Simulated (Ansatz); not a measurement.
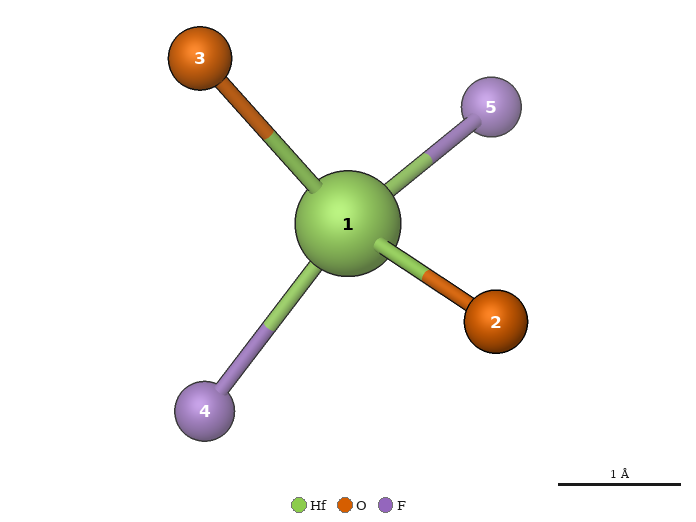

Figure made from data computed with Ansatz.

Orthographic view. Distant atoms are faded towards the background colour. Charge 0, quintet. Geometry: a fixed input geometry, not necessarily a minimum. Other spin states may lie lower.

Write a Z-matrix (Å, degrees) in the order of the atom numbers, with these reference atoms: 2 to 1; 3 to 1, 2; 4 to 1, 2, 3; 5 to 1, 2, 3.

```
Hf 
O    1   2.017
O    1   2.017   2   109.5
F    1   2.134   2   109.5   3  -120.0
F    1   2.134   2   109.5   3   120.0
```
